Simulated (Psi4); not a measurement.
# CH4ClGe (SMILES [CH3][GeH][Cl]), step by step, part 1 of 3

Wanted: a structure relaxation (doublet CH4ClGe, UPBE/def2-SVPD), then the energy (singlet CH4ClGe+, PBE/def2-SVPD), then a geometry optimisation (singlet CH4ClGe+, PBE/def2-SVPD), then the energy (singlet CH4ClGe−, PBE/def2-SVPD), then a structure relaxation (singlet CH4ClGe−, PBE/def2-SVPD) of CH4ClGe. 

The results are computed with Psi4 1.11.

**1. The structure to begin with**

CH4ClGe has 7 atoms, charge 0, and is taken as a doublet. SMILES: `[CH3][GeH][Cl]`. The shape is that of a PBE0-D4/def2-TZVP optimisation. The run starts from this shape.

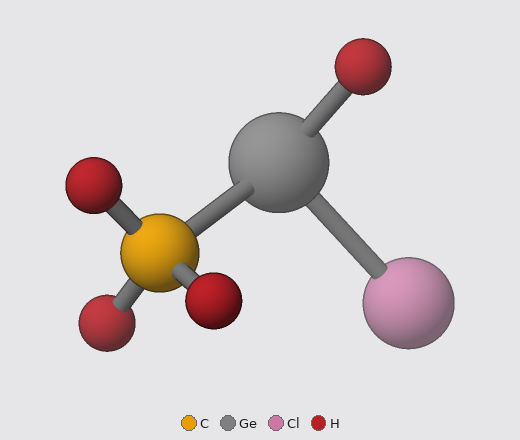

Viewed from a chosen angle; carbon amber, germanium grey, chlorine pink, hydrogen red.

**2. A geometry optimisation at UPBE/def2-SVPD (density fitting) (run 1)**

File job.inp:

```
memory 1600 mb

molecule m {
  0 2
  C     -0.733100     0.438400    -0.261900
  Ge     0.705400    -0.885500    -0.183100
  Cl     1.017000    -1.361700     1.909500
  H     -0.433400     1.314500     0.317300
  H     -1.646200     0.021400     0.160800
  H     -0.909900     0.729400    -1.298200
  H      2.061400    -0.324500    -0.690100
  symmetry c1
}

set globals {
  reference uks
}

optimize("pbe/def2-SVPD")
```

Started as:

```sh
$ psi4 -n 1 job.inp job.out
```

job.out:

```text
Psi4 1.11 release

gradient() will perform analytic gradient computation.

   => Loading Basis Set <=

    Name: DEF2-SVPD
    Role: ORBITAL
    Keyword: BASIS

         ---------------------------------------------------------
                                   SCF
                              UKS Reference
                        1 Threads,   1525 MiB Core
         ---------------------------------------------------------

  ==> Geometry <==

    Molecular point group: c1
    Full point group: C1

    Geometry (in Angstrom), charge = 0, multiplicity = 2:

       Center              X                  Y                   Z               Mass
    ------------   -----------------  -----------------  -----------------  -----------------
         C           -1.357290914400     1.287406869386    -0.650730626140    12.000000000000
         GE           0.081209085600    -0.036493130614    -0.571930626140    73.921177761000
         CL           0.392809085600    -0.512693130614     1.520669373860    34.968852682000
         H           -1.057590914400     2.163506869386    -0.071530626140     1.007825032230
         H           -2.270390914400     0.870406869386    -0.228030626140     1.007825032230
         H           -1.534090914400     1.578406869386    -1.687030626140     1.007825032230
         H            1.437209085600     0.524506869386    -1.078930626140     1.007825032230

  Running in c1 symmetry.

  Rotational constants: A =      0.38474  B =      0.11252  C =      0.09003 [cm^-1]
  Rotational constants: A =  11534.34030  B =   3373.33907  C =   2699.02993 [MHz]
  Nuclear repulsion =  253.359726229940179

  Charge       = 0
  Multiplicity = 2
  Electrons    = 59
  Nalpha       = 30
  Nbeta        = 29

  ==> Algorithm <==

  SCF Algorithm Type is DF.
  DIIS enabled.
  MOM disabled.
  Fractional occupation disabled.
  Guess Type is SAD.
  Energy threshold   = 1.00e-08
  Density threshold  = 1.00e-08
  Integral threshold = 1.00e-12

  ==> Primary Basis <==

  Basis Set: DEF2-SVPD
    Blend: DEF2-SVPD
    Number of shells: 49
    Number of basis functions: 117
    Number of Cartesian functions: 125
    Spherical Harmonics?: true
    Max angular momentum: 2

  ==> DFT Potential <==

   => LibXC <=

    Version 7.1.2

   => Composite Functional: PBE <=

    PBE GGA Exchange-Correlation Functional

    Deriv               =              1
    GGA                 =           TRUE
    Meta                =          FALSE

    Exchange Hybrid     =          FALSE
    MP2 Hybrid          =          FALSE

   => Exchange Functionals <=

    1.0000     XC_GGA_X_PBE

   => Correlation Functionals <=

    1.0000     XC_GGA_C_PBE

   => LibXC Density Thresholds  <==

    XC_GGA_C_PBE:  1.00E-12
    XC_GGA_X_PBE:  1.00E-15

   => Molecular Quadrature <=

    Radial Scheme          =       TREUTLER
    Pruning Scheme         =           NONE
    Nuclear Scheme         =       TREUTLER

    Blocking Scheme        =         OCTREE
    BS radius alpha        =              1
    Pruning alpha          =              1
    Radial Points          =             75
    Spherical Points       =            302
    Total Points           =         152269
    Total Blocks           =           1191
    Max Points             =            256
    Max Functions          =            116
    Weights Tolerance      =       1.00E-15

   => Loading Basis Set <=

    Name: (DEF2-SVPD AUX)
    Role: JKFIT
    Keyword: DF_BASIS_SCF

  ==> Integral Setup <==

  DFHelper Memory: AOs need 0.060 GiB; user supplied 0.691 GiB.
  SCF_SUBTYPE=INCORE selected. In-core MEM_DF algorithm will be used.
  Using in-core AOs.

  ==> MemDFJK: Density-Fitted J/K Matrices <==

    J tasked:                   Yes
    K tasked:                    No
    wK tasked:                   No
    Memory [MiB]:               707
    Algorithm:                 Core
    Schwarz Cutoff:           1E-12
    Mask sparsity (%):       0.9351
    Fitting Condition:        1E-10

   => Auxiliary Basis Set <=

  Basis Set: (DEF2-SVPD AUX)
    Blend: DEF2-UNIVERSAL-JKFIT
    Number of shells: 147
    Number of basis functions: 541
    Number of Cartesian functions: 695
    Spherical Harmonics?: true
    Max angular momentum: 5

  Cached 100.0% of DFT collocation blocks in 0.426 [GiB].

  Minimum eigenvalue in the overlap matrix is 5.6548212867E-04.
  Reciprocal condition number of the overlap matrix is 6.9198430784E-05.
    Using symmetric orthogonalization.

  ==> Pre-Iterations <==

  SCF Guess: Superposition of Atomic Densities via on-the-fly atomic UHF (no occupation information).

   -------------------------
    Irrep   Nso     Nmo
   -------------------------
     A        117     117
   -------------------------
    Total     117     117
   -------------------------

  ==> Iterations <==

                           Total Energy        Delta E     RMS |[F,P]|

[... 1 line left out ...]
   @DF-UKS iter   1: -2574.94668050883683   -1.52466e+00   2.22638e-02 ADIIS/DIIS
[... 3 lines left out ...]
   @DF-UKS iter   5: -2576.66474018377994    2.09043e-02   2.80644e-03 ADIIS/DIIS
[... 3 lines left out ...]
   @DF-UKS iter   9: -2576.73220306705480   -5.69302e-06   1.07380e-05 DIIS
[... 3 lines left out ...]
   @DF-UKS iter  13: -2576.73220419802919   -1.86446e-10   2.96407e-08 DIIS
[... 11 lines left out ...]
   @Spin Contamination Metric:   1.285325378E-03
[... 3 lines left out ...]
   @S   Observed:                5.000000000E-01
[... 49 lines left out ...]
    One-Electron Energy =               -4087.4495263106800849
[... 3 lines left out ...]
    VV10 Nonlocal Energy =                  0.0000000000000000
[... 26 lines left out ...]
 Dipole Z            :         -1.8170285            1.0954611           -0.7215674
[... 134 lines left out ...]
	   Step    Total Energy     Delta E     Max Force     RMS Force      Max Disp      RMS Disp   ~
[... 147 lines left out ...]
   @DF-UKS iter   0: -2576.69131414410595   -2.57669e+03   1.16513e-03
[... 3 lines left out ...]
   @DF-UKS iter   4: -2576.73339358671865   -1.53386e-05   1.08743e-05 DIIS
[... 3 lines left out ...]
   @DF-UKS iter   8: -2576.73339467491587   -1.14369e-09   1.11097e-07 DIIS
[... 11 lines left out ...]
   @Spin Contamination Metric:   1.316976338E-03
[... 3 lines left out ...]
   @S   Observed:                5.000000000E-01
[... 13 lines left out ...]
    One-Electron Energy =               -4080.8119174184357689
[... 3 lines left out ...]
    VV10 Nonlocal Energy =                  0.0000000000000000
[... 26 lines left out ...]
 Dipole Z            :         -1.9109661            1.1320705           -0.7788956
[... 103 lines left out ...]
	   Step    Total Energy     Delta E     Max Force     RMS Force      Max Disp      RMS Disp
[... 99 lines left out ...]
   @DF-UKS iter   0: -2576.72862142085341   -2.57673e+03   3.86233e-04
[... 3 lines left out ...]
   @DF-UKS iter   4: -2576.73345409779267   -2.55997e-07   2.56767e-06 DIIS
[... 3 lines left out ...]
   @DF-UKS iter   8: -2576.73345415704944   -8.41283e-11   3.25599e-08 DIIS
[... 11 lines left out ...]
   @S^2 Expected:                7.500000000E-01
[... 4 lines left out ...]
    Final Occupation by Irrep:
[... 12 lines left out ...]
    Two-Electron Energy =                1366.7635043651453088
[... 3 lines left out ...]
    Total Energy =                      -2576.7334541570571673
[... 70 lines left out ...]
    Weights Tolerance      =       1.00E-15
[... 60 lines left out ...]
	  Convergence Criteria     1.00e-06 *    3.00e-04 *             o    1.20e-03 *             o
[... 98 lines left out ...]
   @DF-UKS iter   1: -2576.73345567420347    7.88033e-05   1.46219e-05 DIIS
[... 3 lines left out ...]
   @DF-UKS iter   5: -2576.73345796197282   -5.32646e-09   1.97321e-07 DIIS
[... 3 lines left out ...]
  Energy and wave function converged.
[... 11 lines left out ...]
   @S   Expected:                5.000000000E-01
[... 13 lines left out ...]
    Nuclear Repulsion Energy =            249.0226937547288344
[... 3 lines left out ...]
    Empirical Dispersion Energy =           0.0000000000000000
[... 26 lines left out ...]
 Dipole Y            :         -5.3161379            5.7735768            0.4574390
[... 99 lines left out ...]
	Measures of convergence in internal coordinates in au.
[... 102 lines left out ...]
                           Total Energy        Delta E     RMS |[F,P]|
[... 4 lines left out ...]
   @DF-UKS iter   3: -2576.73345755882474   -3.76038e-07   1.06268e-06 DIIS
[... 3 lines left out ...]
   @DF-UKS iter   7: -2576.73345756846129   -5.45697e-12   1.03295e-08 DIIS
[... 11 lines left out ...]
   @S^2 Expected:                7.500000000E-01
[... 40 lines left out ...]
    Final Occupation by Irrep:
[... 12 lines left out ...]
    Two-Electron Energy =                1366.5601031755113581
[... 3 lines left out ...]
    Total Energy =                      -2576.7334575684631091
[... 10 lines left out ...]
Computation Completed

Properties will be evaluated at   0.000000,   0.000000,   0.000000 [a0]

Properties computed using the SCF density matrix

 Multipole Moments:

 ------------------------------------------------------------------------------------
     Multipole            Electronic (a.u.)      Nuclear  (a.u.)        Total (a.u.)
 ------------------------------------------------------------------------------------

 L = 1.  Multiply by 2.5417464519 to convert [e a0] to [Debye]
 Dipole X            :          3.8940169           -4.3019572           -0.4079403
 Dipole Y            :         -5.3202196            5.7770302            0.4568106
 Dipole Z            :         -1.9812530            1.1674258           -0.8138273
 Magnitude           :                                                    1.0185313

 ------------------------------------------------------------------------------------

	total time  =          5 seconds =       0.08 minutes

         ------------------------------------------------------------
                                   SCF GRAD
         ------------------------------------------------------------

  ==> Geometry <==

    Molecular point group: c1
    Full point group: C1

    Geometry (in Angstrom), charge = 0, multiplicity = 2:

       Center              X                  Y                   Z               Mass
    ------------   -----------------  -----------------  -----------------  -----------------
         C           -1.373514846470     1.301831218518    -0.657795980260    12.000000000000
         GE           0.070511965867    -0.046491352458    -0.586750712895    73.921177761000
         CL           0.422331145647    -0.498632872429     1.555500664990    34.968852682000
         H           -1.067023836069     2.176852457275    -0.051510846839     1.007825032230
         H           -2.312217364968     0.885295915961    -0.250814513491     1.007825032230
         H           -1.531866448444     1.615500360427    -1.707223502625     1.007825032230
         H            1.439686610341     0.532918773221    -1.093388639400     1.007825032230

  Nuclear repulsion =  249.003170863517084

   => Molecular Quadrature <=

    Radial Scheme          =       TREUTLER
    Pruning Scheme         =           NONE
    Nuclear Scheme         =       TREUTLER

    Blocking Scheme        =         OCTREE
    BS radius alpha        =              1
    Pruning alpha          =              1
    Radial Points          =             75
    Spherical Points       =            302
    Total Points           =         152301
    Total Blocks           =           1192
    Max Points             =            255
    Max Functions          =            116
    Weights Tolerance      =       1.00E-15

  -Total Gradient:
     Atom            X                  Y                   Z
    ------   -----------------  -----------------  -----------------
       1        0.000055509871     0.000012067896    -0.000008173139
       2       -0.000044485473     0.000004764003    -0.000070085769
       3       -0.000053954579    -0.000088516142    -0.000002065448
       4       -0.000033389715    -0.000023058166    -0.000000225719
       5       -0.000002042065    -0.000009239610    -0.000033856229
       6       -0.000002405849     0.000027904372     0.000017035811
       7       -0.000006069970    -0.000023495621     0.000016518756

	total time  =          2 seconds =       0.03 minutes

    			-----------------------------------------

    			 OPTKING 3.0: for geometry optimizations

    			        with contributions from

    			-----------------------------------------

	                            ===> Fragment 1 <==

	 Z (Atomic Numbers)          Masses                          Geom
	       6.000000            12.000000         -2.59556689  2.46010446 -1.24305425
	      32.000000            73.921178          0.13324830 -0.08785592 -1.10879815
	      17.000000            34.968853          0.79809020 -0.94227957  2.93947024
	       1.000000             1.007825         -2.01638282  4.11365496 -0.09734139
	       1.000000             1.007825         -4.36945756  1.67296682 -0.47397074
	       1.000000             1.007825         -2.89480805  3.05285324 -3.22618485
	       1.000000             1.007825          2.72061340  1.00707053 -2.06620508

	 - Coordinate -           - BOHR/RAD -       - ANG/DEG -
	 R(1,2)           =         3.735848           1.976926
	 R(1,4)           =         2.093404           1.107782
	 R(1,5)           =         2.087526           1.104671
[... 17 lines of this table left out ...]
	 D(6,1,2,7)       =         1.083561          62.083492

	        --- Internal Coordinate Step in ANG or DEG, aJ/ANG or AJ/DEG ---
	-------------------------------------------------------------------------------
	           Coordinate      Previous         Force          Change          New
	           ----------      --------        ------          ------        ------
	               R(1,2)       1.97693        0.00018        0.00007       1.97699
	               R(1,4)       1.10778        0.00018        0.00003       1.10782
	               R(1,5)       1.10467        0.00006       -0.00001       1.10467
[... 17 lines of this table left out ...]
	           D(6,1,2,7)      62.08349       -0.00000       -0.18271      61.90078
	-------------------------------------------------------------------------------

	                                 ==> Convergence Check <==

	Measures of convergence in internal coordinates in au.

	Criteria marked as inactive (o), active & met (*), and active & unmet ( ).

	----------------------------------------------------------------------------------------------
	   Step    Total Energy     Delta E     Max Force     RMS Force      Max Disp      RMS Disp
	----------------------------------------------------------------------------------------------
	  Convergence Criteria     1.00e-06 *    3.00e-04 *             o    1.20e-03 *             o
	----------------------------------------------------------------------------------------------
	     5   -2576.73345757    3.94e-07 *    4.54e-05 *    1.91e-05 o    3.45e-03      1.64e-03 o  ~
	----------------------------------------------------------------------------------------------

Next Geometry in Ang
	Fragment 1 (Ang)

	    C  -1.3737688040   1.3016316140  -0.6576913145
	   Ge   0.0701125565  -0.0469315324  -0.5864272373
	   Cl   0.4234991358  -0.4969945893   1.5559345172
	    H  -1.0673892989   2.1756282363  -0.0498120663
	    H  -2.3132746323   0.8851128295  -0.2525669991
	    H  -1.5302225164   1.6167170764  -1.7070088372
	    H   1.4389507852   0.5321108661  -1.0944115933

    Final optimized geometry and variables:
    Molecular point group: c1
    Full point group: C1

    Geometry (in Angstrom), charge = 0, multiplicity = 2:

    C           -1.373514846470     1.301831218518    -0.657795980260
    GE           0.070511965867    -0.046491352458    -0.586750712895
    CL           0.422331145647    -0.498632872429     1.555500664990
    H           -1.067023836069     2.176852457275    -0.051510846839
    H           -2.312217364968     0.885295915961    -0.250814513491
    H           -1.531866448444     1.615500360427    -1.707223502625
    H            1.439686610341     0.532918773221    -1.093388639400

    Psi4 run time: 0:00:39.20

[set-up sections that repeat, and orbital energies of the middle runs, are left out above]
```

The script printed:

```text
Optimizer: Optimization complete!
```

Wall time 40 s (1 thread of Intel Xeon 6975P-C (Granite Rapids), shared host); peak memory 0.76 GiB.

Steps, from the record of the run:

| step | energy from the first frame kept (eV) | largest force (eV/Å) |
| --- | --- | --- |
| 0 | 0.0000 | 0.6799 |
| 1 | -0.0324 | 0.2129 |
| 2 | -0.0340 | 0.0514 |
| 3 | -0.0341 | 0.0087 |
| 4 | -0.0341 | 0.0053 |

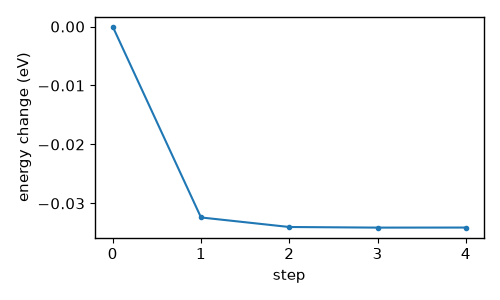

Energy along the run.

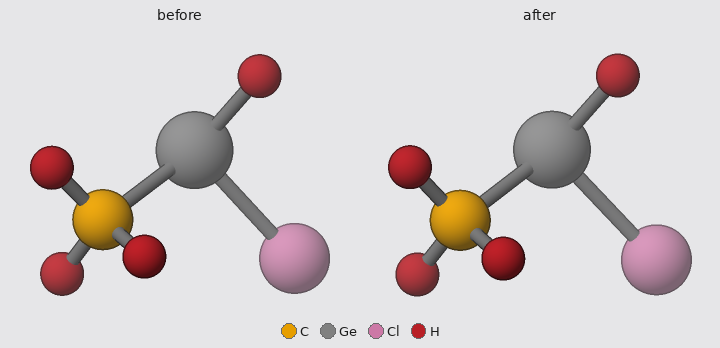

Before and after, at one scale.

After the run. Bond lengths: C1–Ge2 1.977 Å, Ge2–Cl3 2.218 Å, C1–H4 1.108 Å, C1–H5 1.105 Å, C1–H6 1.107 Å, Ge2–H7 1.571 Å. Angles: C1–Ge2–Cl3 106.8°, C1–Ge2–H7 111.9°, Cl3–Ge2–H7 104.4°, Ge2–C1–H4 108.5°, Ge2–C1–H5 110.5°, Ge2–C1–H6 109.4°, H4–C1–H5 109.3°, H4–C1–H6 109.6°, H5–C1–H6 109.6°.

**3. The singlet cation: a single-point energy at PBE/def2-SVPD (density fitting) (run 2)**

File input.inp:

```
memory 1600 MB

molecule mol {
  1 1
  C
  Ge 1 1.976925
  Cl 2 2.217532 1 106.83796
  H 1 1.107782 2 108.47954 3 56.32289
  H 1 1.10467 4 109.34826 2 120.58319
  H 1 1.10669 5 109.55062 4 -120.0741
  H 2 1.570681 1 111.93439 5 -177.23075
  units angstrom
  symmetry c1
}

set basis def2-SVPD

energy('pbe')
print_variables()
```

Started as:

```sh
$ psi4 -i input.inp -o input.out -n 1
```

input.out, shortened:

```text
[...]
  Running in c1 symmetry.
[...]
  Nuclear repulsion =  249.003209841440793
[...]
  Multiplicity = 1
[...]
  Nalpha       = 29
  Nbeta        = 29
[...]
    Number of basis functions: 117
[...]
   @DF-RKS iter   1: -2574.66962182160296   -1.32456e+00   2.21556e-02 DIIS/ADIIS
[...]
   @DF-RKS iter  11: -2576.42477919975454   -1.61922e-07   8.33929e-07 DIIS
[...]
  @DF-RKS Final Energy: -2576.42477919975454
   => Energetics <=
    Nuclear Repulsion Energy =            249.0032098414407926
    One-Electron Energy =               -4064.1279838746986570
    Two-Electron Energy =                1351.9354157277305148
    DFT Exchange-Correlation Energy =    -113.2354208942273033
    Empirical Dispersion Energy =           0.0000000000000000
    VV10 Nonlocal Energy =                  0.0000000000000000
    Total Energy =                      -2576.4247791997545391
[...]
```

It took 6 s on 1 thread of Intel Xeon 6975P-C (Granite Rapids), shared host; peak memory 0.71 GiB.

(Continued in part 2 of 3.)
